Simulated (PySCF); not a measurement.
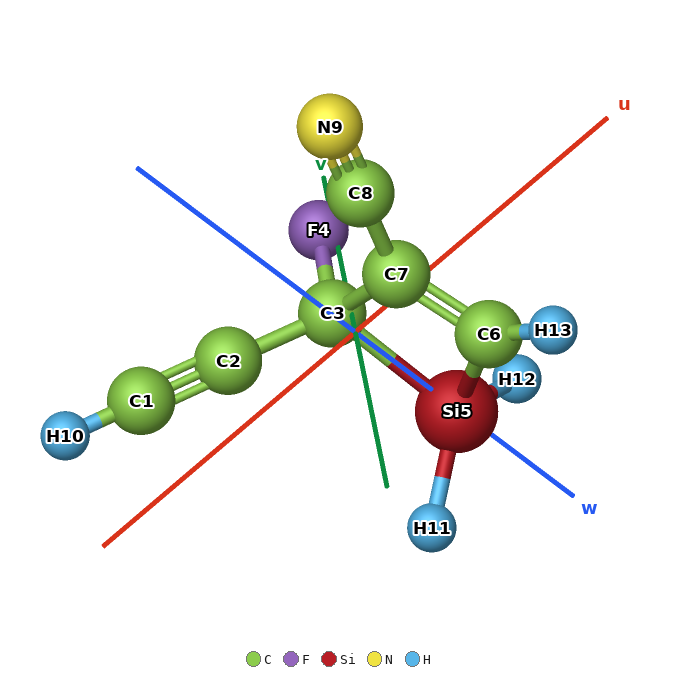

The lines u, v and w are the principal axes of the static dipole polarisability. The computed structure is the end point of a GFN2-xTB optimisation. No frequency run is at hand to confirm it as a minimum. Level of theory: PBE0/def2-SVPD (PySCF 2.14.0).

Along which axis is the molecule most polarisable, and along which least?

Most along w, least along v (nearly parallel to the C3–F4 bond).

Give the three principal values.

u 100.3, v 71.7, w 121.8 bohr³; mean 97.9, anisotropy 43.5 bohr³.

The geometry is semi-empirical. Around Si such bond lengths and angles can be off by a tenth of an ångström or more and by several degrees, and values that hang on the shape move with them.
